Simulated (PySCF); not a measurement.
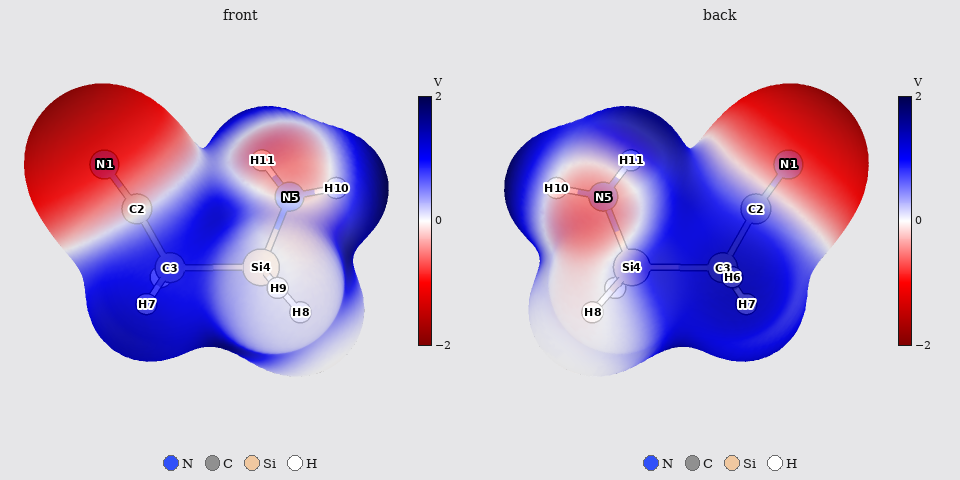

Figure 1: C$_{2}$H$_{6}$N$_{2}$Si. The electrostatic potential painted on the density surface at 0.002 e/bohr³, seen from the front and from behind; red is negative and blue positive.

Geometry: GFN2-xTB, MD frame at 250 fs, 300 K.

These are results of PBE0/pcSseg-1, SCF density, gas phase, non-relativistic in PySCF 2.14.0, not measurements.

```tsv
atom	x (Å)	y (Å)	z (Å)
N	-1.3027	2.4722	-0.9047
C	-1.2012	1.3624	-0.5163
C	-1.2275	-0.0629	-0.1724
Si	0.3687	-0.7864	0.7010
N	1.7388	-0.0499	0.0173
H	-1.3578	-0.5938	-1.1667
H	-2.1396	-0.2182	0.4252
H	0.6903	-2.2910	0.4458
H	0.2458	-0.7053	2.2093
H	2.6631	-0.3035	0.3569
H	1.6940	0.6883	-0.6946
```

**Where is the surface potential most negative and most positive?**

The most negative region (about −1.8 V) lies over N1, the most positive (about +1.9 V) over H10. N1 is the likeliest acceptor of a hydrogen bond.

**What dipole moment does the calculation give?**

Its dipole moment is 3.22 D.
